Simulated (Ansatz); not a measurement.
## Pb wire along [111], 6 atoms a period: bands by functional and under strain

Aim: is the Pb wire along [111], 6 atoms a period a metal or a semiconductor?

Method: DFT PBE, plane waves, PAW; relaxation of a wire's period, in the first sound run; inputs show where later runs differ, in Ansatz 0.2.0.

## Step 1: Starting point

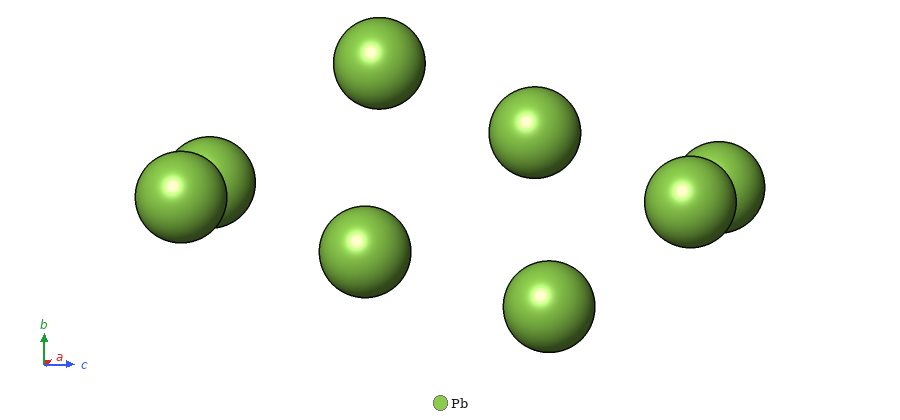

The cell as given, from the side, with the c axis across the page (lead green). Some periodic images of atoms are drawn too.

The cell holds 6 atoms: 6 Pb. Cell: a = 10.357 Å, b = 10.907 Å, c = 8.712 Å, α = 90.0°, β = 90.0°, γ = 90.0°. Vacuum lies along a and b. The structure's axis is c.

## Step 2: Relaxation of atoms and period

Band widths follow the bond lengths, so the wire is relaxed first. The atoms and the third cell vector are free; the box across stays fixed as vacuum. A Fermi-Dirac smearing is set since the result may be a metal. The pressure printed is a third of the stress's trace over the whole box, vacuum included; only the stress along the axis is relaxed.

Input file input.yaml:

```yaml
crystal:
  lattice:
    - [10.357, 0.0, 0.0]
    - [0.0, 10.907, 0.0]
    - [0.0, 0.0, 8.7122155621]
  atoms:
    - { symbol: Pb, position: [0.32828039, 0.499998982, 0.0] }
    - { symbol: Pb, position: [0.671695193, 0.499998982, 0.0] }
    - { symbol: Pb, position: [0.499987791, 0.405862698, 0.333333333] }
    - { symbol: Pb, position: [0.671695193, 0.688271551, 0.333333333] }
    - { symbol: Pb, position: [0.499987791, 0.594135266, 0.666666667] }
    - { symbol: Pb, position: [0.671695193, 0.311726414, 0.666666667] }
kpoints:
  mp_grid: { grid: [1, 1, 10] }
scf:
  occupations: { method: fermi_dirac, width: 0.05 }
hamiltonian:
  xc: pbe
relax:
  cell: { fix: [a, b, alpha, beta, gamma] }
  max_steps: 60
```

Command:

```
ansatz run input.yaml --threads 8 --pin off --max-ram 16384MiB --backend cpu --events-out ev --progress --plain --runs-dir out
```

Numbers of over 12 decimals in the logs are rounded to 6 here.

The program printed:

```text
Engine: ansatz 0.2.0, x86_64-unknown-linux-gnu
Pseudopotentials: kind: paw
Pseudopotential: Pb, paw, valence charge 14, recommended cutoff 420 eV (normal), Pb.paw.azcp
Functional definition: PBE
  parameter kappa = 0.804
  parameter beta = 0.066725
  exchange = pbe_x(kappa = kappa, mu = beta*pi^2/3)
  correlation = pbe_c(beta = beta)
Crystal: 6 atoms, lattice volume = 984.165 Å³
Basis set: ecut = 420 eV, 19263 PW (Γ), exchange–correlation on 144×150×120 points (8 copies of the dense FFT grid, shifted against one another)
Bands: 51, of which v1, the nominal top of the filled ones, is band 42 counted from 1 (41 counted from 0)
Symmetry: 2 space group operations
Space group: P2 (ITA 3), of the structure as read, at distance tolerance 9.9e-5 Å
k-points: 6 of 10
Non-local potential: Pb, projectors of the file, l = 0: 2, l = 1: 2, l = 2: 2, l = 3: 2
PAW form: soft (Blöchl's): semilocal exchange-correlation on the pseudo side does not see the compensation charge
PAW one-centre angular grid: Pb, 590 points (default); XC on 64 Gauss nodes
Initial density: superposition of atomic densities (neutral atoms: chi_scale 0, normalization atom), corrected by the library's trained network
Initial wavefunctions: pseudopotential atomic-orbital guess
Functional: x = pbe(κ = 0.804, μ = 0.219515), c = pbe(β = 0.066725)
SCF iter   1: F=—  HF=-71432.964363 eV  |F-HF|=—  |Δ(HF+E_count)|=         —  Δρ=1.06e-3  dr2=2.71e-2  ethr=1.77e-3  ⟨swp⟩=10.7  Hψ=1348  notcnv=0
preconditioner: auto → LDOS  [insulator: Δε(μ)=0.127 eV  Ē_g=14.709 eV  σ=0.050 eV  W_gap=0.54  n_scr=86 (ndim 8)  ℏωp=10.8 eV  f_vac=0.625  D(μ)=5.77/eV (n_scr^D=18)  ε∞_Penn≈1.5  β→1.0]
SCF iter   2: F=—  HF=-71432.964310 eV  |F-HF|=—  |Δ(HF+E_count)|=   5.28e-5  Δρ=4.79e-4  dr2=3.26e-3  ethr=3.23e-5  ⟨swp⟩=2.0  Hψ=659  notcnv=0  defer=1
SCF iter   3: F=—  HF=-71432.964671 eV  |F-HF|=—  |Δ(HF+E_count)|=   3.61e-4  Δρ=2.82e-4  dr2=1.20e-3  ethr=3.88e-6  ⟨swp⟩=2.0  Hψ=559  notcnv=0  defer=1
SCF iter   4: F=—  HF=-71432.964377 eV  |F-HF|=—  |Δ(HF+E_count)|=   2.94e-4  Δρ=5.79e-5  dr2=7.79e-5  ethr=1.43e-6  ⟨swp⟩=2.0  Hψ=554  notcnv=0  defer=1
SCF iter   5: F=—  HF=-71432.964289 eV  |F-HF|=—  |Δ(HF+E_count)|=   8.73e-5  Δρ=1.62e-5  dr2=4.12e-6  ethr=9.28e-8  ⟨swp⟩=2.0  Hψ=521  notcnv=0  defer=1
SCF iter   6: F=—  HF=-71432.964289 eV  |F-HF|=—  |Δ(HF+E_count)|=   1.99e-7  Δρ=4.60e-6  dr2=2.92e-7  ethr=4.91e-9  ⟨swp⟩=2.0  Hψ=559  notcnv=0  defer=1
SCF iter   7: F=-71432.964289 eV  HF=-71432.964289 eV  |F-HF|=2.30e-9  |Δ(HF+E_count)|=   1.12e-8  Δρ=1.16e-6  dr2=2.17e-8  ethr=1.19e-10  ⟨swp⟩=5.0  Hψ=1165  notcnv=0
SCF 1 converged in 7 iterations: F = -71432.964289 eV  dr2 = 2.17e-8
  greatest PAW one-centre occupation: 0.979 electrons in one spin orbital (limit 2), on the Pb atom at site 0 (counted from 0), in its partial waves of l = 2
relax step   1: F+E_penalty+E_count = -71432.96428925 eV  Δ(F+E_penalty+E_count) = +0.000e0 eV  max|allowed force component| = 1.326e0 eV/Å  Δτ_max = 0.0000 Å  P = -1.329 GPa  Ω = 984.165 Å³  fix = [a, b, alpha, beta, gamma]  reactions: a -1.120, b -1.052 GPa; alpha +0.005 GPa/rad  (7 SCF iters, dr2 threshold 1.00e-7 eV, accepted)
Crystal: 6 atoms, lattice volume = 964.111 Å³
Basis set: ecut = 420 eV, 18843 PW (Γ), exchange–correlation on 144×150×120 points (8 copies of the dense FFT grid, shifted against one another)
Initial density: handed on by an earlier stage of this run
Initial wavefunctions: those handed on with the density
iter 1 solved again at ethr=6.41e-5 eV; its pass at ethr=3.10e-3 eV (dr2=5.39e-2 eV) is discarded
SCF iter   1: F=—  HF=-71433.993999 eV  |F-HF|=—  |Δ(HF+E_count)|=         —  Δρ=2.09e-3  dr2=5.26e-2  ethr=6.41e-5  ⟨swp⟩=1.7  Hψ=1821  notcnv=0
preconditioner: auto → LDOS  [insulator: Δε(μ)=0.148 eV  Ē_g=14.928 eV  σ=0.050 eV  W_gap=0.55  n_scr=86 (ndim 8)  ℏωp=11.0 eV  f_vac=0.636  D(μ)=4.40/eV (n_scr^D=10)  ε∞_Penn≈1.5  β→1.0]
SCF iter   2: F=—  HF=-71433.989824 eV  |F-HF|=—  |Δ(HF+E_count)|=   4.18e-3  Δρ=1.35e-3  dr2=2.71e-2  ethr=6.26e-5  ⟨swp⟩=2.7  Hψ=636  notcnv=0
SCF iter   3: F=—  HF=-71433.983465 eV  |F-HF|=—  |Δ(HF+E_count)|=   6.36e-3  Δρ=3.20e-4  dr2=1.42e-3  ethr=3.23e-5  ⟨swp⟩=2.0  Hψ=612  notcnv=0
SCF iter   4: F=—  HF=-71433.983442 eV  |F-HF|=—  |Δ(HF+E_count)|=   2.33e-5  Δρ=6.56e-5  dr2=6.02e-5  ethr=1.69e-6  ⟨swp⟩=2.0  Hψ=556  notcnv=0
SCF iter   5: F=—  HF=-71433.983373 eV  |F-HF|=—  |Δ(HF+E_count)|=   6.92e-5  Δρ=2.20e-5  dr2=5.54e-6  ethr=7.17e-8  ⟨swp⟩=2.0  Hψ=558  notcnv=0
SCF iter   6: F=-71433.983373 eV  HF=-71433.983373 eV  |F-HF|=2.07e-8  |Δ(HF+E_count)|=   3.27e-7  Δρ=5.53e-6  dr2=4.51e-7  ethr=7.14e-10  ⟨swp⟩=6.0  Hψ=1221  notcnv=0
SCF 2 converged in 6 iterations: F = -71433.983373 eV  dr2 = 4.51e-7
relax step   2: F+E_penalty+E_count = -71433.98337283 eV  Δ(F+E_penalty+E_count) = -1.019e0 eV  max|allowed force component| = 9.814e-1 eV/Å  Δτ_max = 0.1995 Å  P = -0.977 GPa  Ω = 964.111 Å³  energy of the carried Pulay correction = +5.361e-4 eV  fix = [a, b, alpha, beta, gamma]  reactions: a -0.763, b -0.702 GPa; alpha +0.003 GPa/rad  (6 SCF iters, dr2 threshold 6.00e-7 eV, accepted)
Crystal: 6 atoms, lattice volume = 943.397 Å³
Basis set: ecut = 420 eV, 18405 PW (Γ), exchange–correlation on 144×150×120 points (8 copies of the dense FFT grid, shifted against one another)
iter 1 solved again at ethr=7.38e-5 eV; its pass at ethr=3.10e-3 eV (dr2=6.20e-2 eV) is discarded
SCF iter   1: F=—  HF=-71434.538780 eV  |F-HF|=—  |Δ(HF+E_count)|=         —  Δρ=2.26e-3  dr2=5.74e-2  ethr=7.38e-5  ⟨swp⟩=2.0  Hψ=1693  notcnv=0
preconditioner: auto → LDOS  [metal: Δε(μ)=0.112 eV  Ē_g=15.161 eV  σ=0.050 eV  W_gap=0.42  n_scr=88 (ndim 8)  ℏωp=11.1 eV  f_vac=0.652  D(μ)=4.36/eV (n_scr^D=10)  β→1.0]
SCF iter   2: F=—  HF=-71434.535459 eV  |F-HF|=—  |Δ(HF+E_count)|=   3.32e-3  Δρ=1.45e-3  dr2=3.18e-2  ethr=6.83e-5  ⟨swp⟩=3.0  Hψ=644  notcnv=0
SCF iter   3: F=—  HF=-71434.527350 eV  |F-HF|=—  |Δ(HF+E_count)|=   8.11e-3  Δρ=3.17e-4  dr2=1.37e-3  ethr=3.78e-5  ⟨swp⟩=2.0  Hψ=612  notcnv=0
SCF iter   4: F=—  HF=-71434.527400 eV  |F-HF|=—  |Δ(HF+E_count)|=   4.94e-5  Δρ=7.41e-5  dr2=7.06e-5  ethr=1.64e-6  ⟨swp⟩=2.0  Hψ=558  notcnv=0
SCF iter   5: F=—  HF=-71434.527345 eV  |F-HF|=—  |Δ(HF+E_count)|=   5.48e-5  Δρ=2.49e-5  dr2=7.86e-6  ethr=8.41e-8  ⟨swp⟩=2.2  Hψ=537  notcnv=0
SCF iter   6: F=—  HF=-71434.527345 eV  |F-HF|=—  |Δ(HF+E_count)|=   1.38e-7  Δρ=7.42e-6  dr2=6.73e-7  ethr=9.36e-9  ⟨swp⟩=2.2  Hψ=522  notcnv=0
[...]
relax step  18: F+E_penalty+E_count = -71435.69327268 eV  Δ(F+E_penalty+E_count) = -2.000e-1 eV  max|allowed force component| = 2.391e-1 eV/Å  Δτ_max = 0.1950 Å  P = -0.353 GPa  Ω = 828.590 Å³  energy of the carried Pulay correction = +4.715e-3 eV  fix = [a, b, alpha, beta, gamma]  reactions: a -0.225, b -0.167 GPa; alpha +0.122 GPa/rad  (6 SCF iters, dr2 threshold 6.00e-7 eV, accepted)
relax step  19: F+E_penalty+E_count = -71435.93093844 eV  Δ(F+E_penalty+E_count) = -2.377e-1 eV  max|allowed force component| = 1.841e-1 eV/Å  Δτ_max = 0.1952 Å  P = -0.149 GPa  Ω = 804.238 Å³  energy of the carried Pulay correction = +5.589e-3 eV  fix = [a, b, alpha, beta, gamma]  reactions: a -0.021, b -0.023 GPa; alpha +0.033 GPa/rad  (6 SCF iters, dr2 threshold 6.00e-7 eV, accepted)
relax step  20: F+E_penalty+E_count = -71436.07363231 eV  Δ(F+E_penalty+E_count) = -1.427e-1 eV  max|allowed force component| = 1.180e-1 eV/Å  Δτ_max = 0.2000 Å  P = -0.127 GPa  Ω = 770.662 Å³  energy of the carried Pulay correction = +6.869e-3 eV  fix = [a, b, alpha, beta, gamma]  reactions: a -0.056, b -0.158 GPa; alpha -0.063 GPa/rad  (6 SCF iters, dr2 threshold 6.00e-7 eV, accepted)
relax step  21: F+E_penalty+E_count = -71436.03673425 eV  Δ(F+E_penalty+E_count) = +3.690e-2 eV  max|allowed force component| = 2.542e-1 eV/Å  Δτ_max = 0.1347 Å  P = +0.134 GPa  Ω = 739.791 Å³  energy of the carried Pulay correction = +8.131e-3 eV  fix = [a, b, alpha, beta, gamma]  (6 SCF iters, dr2 threshold 6.00e-7 eV, rejected (line search))
relax step  22: F+E_penalty+E_count = -71436.09427975 eV  Δ(F+E_penalty+E_count) = -2.065e-2 eV  max|allowed force component| = 5.468e-2 eV/Å  Δτ_max = 0.0656 Å  P = -0.070 GPa  Ω = 764.226 Å³  energy of the carried Pulay correction = +7.125e-3 eV  fix = [a, b, alpha, beta, gamma]  reactions: a -0.068, b -0.115 GPa; alpha +0.006 GPa/rad  (10 SCF iters, accepted)
relax step  23: F+E_penalty+E_count = -71436.09601237 eV  Δ(F+E_penalty+E_count) = -1.733e-3 eV  max|allowed force component| = 4.241e-2 eV/Å  Δτ_max = 0.0541 Å  P = -0.056 GPa  Ω = 764.627 Å³  energy of the carried Pulay correction = +7.109e-3 eV  fix = [a, b, alpha, beta, gamma]  reactions: a -0.092, b -0.061 GPa; alpha +0.012 GPa/rad  (6 SCF iters, dr2 threshold 1.87e-7 eV, accepted)
relax step  24: F+E_penalty+E_count = -71436.09759814 eV  Δ(F+E_penalty+E_count) = -1.586e-3 eV  max|allowed force component| = 1.629e-2 eV/Å  Δτ_max = 0.0218 Å  P = -0.049 GPa  Ω = 763.806 Å³  energy of the carried Pulay correction = +7.142e-3 eV  fix = [a, b, alpha, beta, gamma]  reactions: a -0.065, b -0.085 GPa; alpha +0.017 GPa/rad  (5 SCF iters, dr2 threshold 1.12e-7 eV, accepted)
relax step  25: F+E_penalty+E_count = -71436.09768616 eV  Δ(F+E_penalty+E_count) = -8.802e-5 eV  max|allowed force component| = 4.344e-3 eV/Å  Δτ_max = 0.0049 Å  P = -0.048 GPa  Ω = 763.771 Å³  energy of the carried Pulay correction = +7.143e-3 eV  fix = [a, b, alpha, beta, gamma]  reactions: a -0.072, b -0.073 GPa; alpha +0.010 GPa/rad  (5 SCF iters, dr2 threshold 1.66e-8 eV, accepted)
Basis set: ecut = 420 eV, 14989 PW (Γ), exchange–correlation on 144×150×96 points (8 copies of the dense FFT grid, shifted against one another)
Initial wavefunctions: pseudopotential atomic-orbital guess (no wavefunctions were taken with the density)
iter 1 solved again at ethr=2.06e-7 eV; its pass at ethr=3.10e-3 eV (dr2=1.73e-4 eV) is discarded
SCF iter   1: F=—  HF=-71436.095289 eV  |F-HF|=—  |Δ(HF+E_count)|=         —  Δρ=8.18e-5  dr2=8.53e-6  ethr=2.06e-7  ⟨swp⟩=4.2  Hψ=2262  notcnv=0
SCF iter   2: F=—  HF=-71436.095292 eV  |F-HF|=—  |Δ(HF+E_count)|=   3.50e-6  Δρ=1.78e-5  dr2=1.69e-6  ethr=1.01e-8  ⟨swp⟩=2.0  Hψ=559  notcnv=0
SCF iter   3: F=—  HF=-71436.095228 eV  |F-HF|=—  |Δ(HF+E_count)|=   6.44e-5  Δρ=4.87e-6  dr2=1.37e-7  ethr=2.01e-9  ⟨swp⟩=2.0  Hψ=559  notcnv=0
SCF iter   4: F=—  HF=-71436.095228 eV  |F-HF|=—  |Δ(HF+E_count)|=   4.27e-8  Δρ=7.56e-7  dr2=3.08e-9  ethr=1.63e-10  ⟨swp⟩=2.0  Hψ=561  notcnv=0
SCF iter   5: F=—  HF=-71436.095228 eV  |F-HF|=—  |Δ(HF+E_count)|=  3.20e-10  Δρ=1.57e-7  dr2=2.19e-10  ethr=3.67e-12  ⟨swp⟩=2.0  Hψ=559  notcnv=0
SCF iter   6: F=-71436.095228 eV  HF=-71436.095228 eV  |F-HF|=0.00e0  |Δ(HF+E_count)|=  5.82e-11  Δρ=2.38e-8  dr2=4.47e-12  ethr=1.00e-12  ⟨swp⟩=5.3  Hψ=1346  notcnv=0
SCF 26 converged in 6 iterations: F = -71436.095228 eV  dr2 = 4.47e-12
relax step  26: F+E_penalty+E_count = -71436.09522803 eV  Δ(F+E_penalty+E_count) = +2.458e-3 eV  max|allowed force component| = 4.364e-3 eV/Å  Δτ_max = 0.0000 Å  P = -0.052 GPa  Ω = 763.771 Å³  fix = [a, b, alpha, beta, gamma]  reactions: a -0.075, b -0.076 GPa; alpha +0.010 GPa/rad  stress off target by 5.01e-3 GPa on what of the cell is left free  SCF on the basis re-selected at this cell (its energy is not comparable with the rows above)  (6 SCF iters)
basis re-selected at this cell: Δ(F+E_penalty+E_count) = +2.458e-3 eV, ΔP = -0.004 GPa vs the last step (what re-selecting the basis moved, of the pressure what is left beyond the Pulay correction that the steps carried, after the strain that the cell walked since its last selection, with what the two solves' SCF thresholds leave and, on support functions, any second-order correction that the steps lacked; it is no measure of the basis error at this ecutwfc). The dense FFT grid was sized anew with the basis: this SCF ran on 72×75×48 points, the steps before it on 72×75×60, so part of this shift can come from that change (see relax.cell in the input reference). [rest of the remark cut]
SCF converged after 6 iterations
Free energy (F): -71436.095228 eV
Harris-Foulkes:  -71436.095228 eV  (|F-HF|=0.00e0)
Internal energy: -71436.074303 eV  (E = F + TS)
E sigma→0 (E₀):  -71436.084766 eV
Entropy (-TS):   -0.020925 eV (-3.487 meV/atom)
Fermi energy:    -0.281911 eV
--- Per-component energies (eV) ---
  E_band       = -1149.738990
  E_kinetic    = 1731.009405
  E_local      = -19845.838886  (includes V_loc(G=0)·N_el)
  E_nonlocal   = 2097.328259
  E_hartree    = 8834.809491
  E_xc         = -1318.598107
  E_vxc        = -786.715787  (∫ρ·V_xc dr)
  E_paw        = -62437.267953  (= ΣΔE_a)
  E_vpaw       = -2015.141259  (= ΣTr[D̂ρ^β])
  E_aug_tail   = 0.000283  (compensation charges beyond the density's cutoff)
  E_ewald      = -497.516794
  E_smearing   = -0.020925  (= −TS)
  E_closure    = -0.000000  (closes the sum)
  Σ components = -71436.095228   (vs F -71436.095228, Δ=0.00e0)
--- Forces (eV/Å), atoms counted from 1 ---
  atom   1  Pb     0.00018103     0.00000000     0.00000000
  atom   2  Pb    -0.00059207     0.00000000     0.00000000
  atom   3  Pb    -0.00003079    -0.00436353     0.00201680
  atom   4  Pb     0.00023630     0.00256641    -0.00062392
  atom   5  Pb    -0.00003079     0.00436353    -0.00201680
  atom   6  Pb     0.00023630    -0.00256641     0.00062392
  max |Σ_I F_I| component: 1.49e-8 eV/Å
--- Stress (GPa, compression-positive) ---
       -0.074995       0.000000       0.000000
        0.000000      -0.076403      -0.010040
        0.000000      -0.010040      -0.005009
  P = ⅓ Tr σ = -0.0521 GPa (-0.521 kbar)
--- Relaxed structure (25 steps of the walk, 24 accepted, 1 SCFs on fresh bases) ---
  F+E_penalty+E_count = -71436.09522803 eV   max|allowed force component| = 4.364e-3 eV/Å   (the final SCF, on the basis selected at the relaxed cell)
  cell:  # Å, volume = 763.7713 Å³
    - [10.357, 0.0, 0.0]
    - [0.0, 10.907, 0]
    - [0.0, 0, 6.761204]
  atoms:
    - { symbol: Pb, position: [0.380658, 0.5, 0] }
    - { symbol: Pb, position: [0.733797, 0.5, 0] }
    - { symbol: Pb, position: [0.557231, 0.386167, 0.326964] }
    - { symbol: Pb, position: [0.557212, 0.692164, 0.216123] }
    - { symbol: Pb, position: [0.557231, 0.613833, 0.673036] }
    - { symbol: Pb, position: [0.557212, 0.307836, 0.783877] }
```

The job ended after 54 s (8 threads of Intel Xeon Platinum 8488C (Sapphire Rapids), shared host; peak memory 1.6 GiB).

Relaxation path (22 of 26):

```csv
step,energy less that of the first step (eV),largest force component (eV/Å),pressure (GPa),volume (Å³)
1,0.0000,1.3257,-1.33,984.17
2,-1.0191,0.9814,-0.98,964.11
3,-1.5631,0.2387,-0.33,943.40
5,-2.0814,0.0967,-0.12,878.88
6,-2.1147,0.1041,0.05,858.26
7,-2.1187,0.0424,0.01,863.08
8,-2.1196,0.0183,-0.04,865.65
9,-2.1198,0.0073,-0.03,865.06
11,-2.1201,0.0073,-0.03,864.95
12,-2.1214,0.0186,-0.03,865.42
13,-2.1278,0.0501,-0.03,866.90
14,-2.1688,0.1306,-0.03,860.88
15,-2.2428,0.1551,-0.08,857.74
16,-2.3626,0.1847,-0.16,851.99
18,-2.7290,0.2391,-0.35,828.59
19,-2.9666,0.1841,-0.15,804.24
20,-3.1093,0.1180,-0.13,770.66
21,-3.0724,0.2542,0.13,739.79
22,-3.1300,0.0547,-0.07,764.23
24,-3.1333,0.0163,-0.05,763.81
25,-3.1334,0.0043,-0.05,763.77
26*,-3.1309,0.0044,-0.05,763.77
```

Relaxation steps marked * repeat the geometry before them on a plane-wave basis chosen anew for their cell, so energy and pressure can jump there. Other such steps can lie between the rows shown. Relaxation step 21 was tried and not accepted.

Forces are held to the 2 operations that the run works with; a distortion that breaks them can't arise in this run.

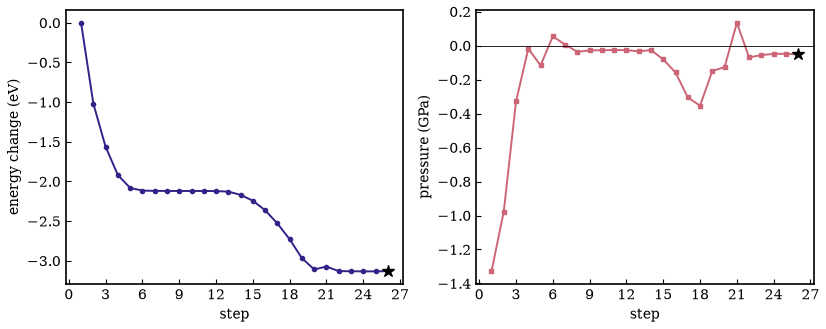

Energy and pressure along the relaxation. Stars mark steps on a basis chosen anew.

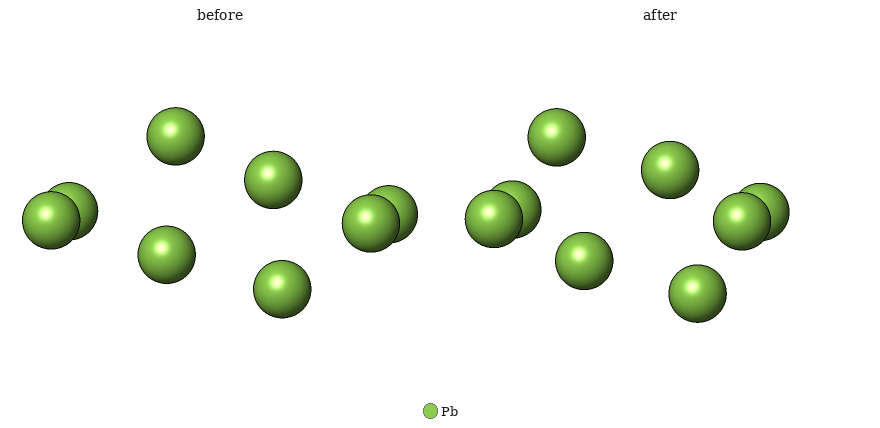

The structure before and after the relaxation, drawn at the same scale.

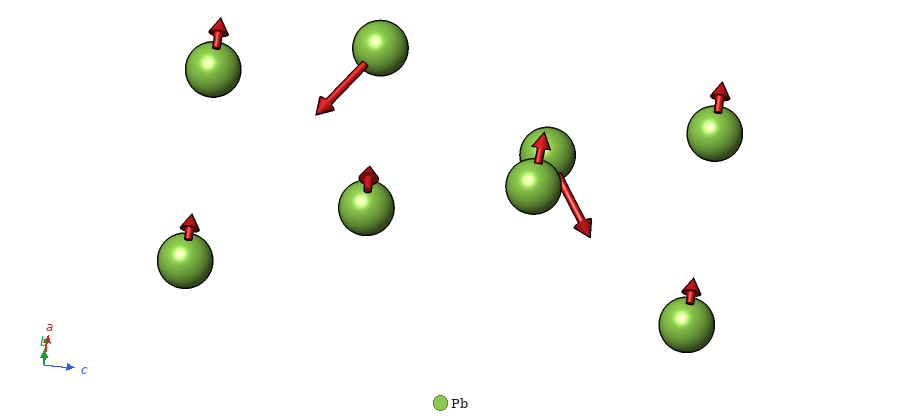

Displacements in the relaxation, scaled, measured against the changing cell; the longest in the cell stands for 1.43 Å. Some periodic images of atoms are drawn too.

```csv
cell as run,before,after,change
c (Å),8.712,6.761,-22.4 %
```

The atoms that moved most (Å, along periodic axes as changes of fractional coordinates times the final cell, across vacuum about the mean position):

```csv
atom,dx,dy,dz,length
Pb6,-1.186,-0.042,0.792,1.427
Pb4,-1.186,0.042,-0.792,1.427
Pb2,0.643,0.000,0.000,0.643
Pb5,0.593,0.215,0.043,0.632
Pb3,0.593,-0.215,-0.043,0.632
Pb1,0.542,0.000,0.000,0.542
```

Numbers from this step:

```yaml
energy_at_zero_smearing: -71436.0848 eV
cell_length_along_the_wire: 6.761 Å
```

The cell's length comes to 6.761 Å with spin left out. That is -22 % against the start, more than a small adjustment. 2 contacts a cell pass between under 1.1 and over 1.27 times the sum of covalent radii, so the wire has rearranged from the shape that names it.

[end of part 1 of 4]

[Logs are printed without paths, hosts, clocks, repeated set-up lines and the standing remarks that a program may print on its own settings, such as how far it seeks lower states.]

[Hosts, paths, dates, database ids (printed as entryN), source tags and the programs' standing remarks are cut or masked in the printed files.]
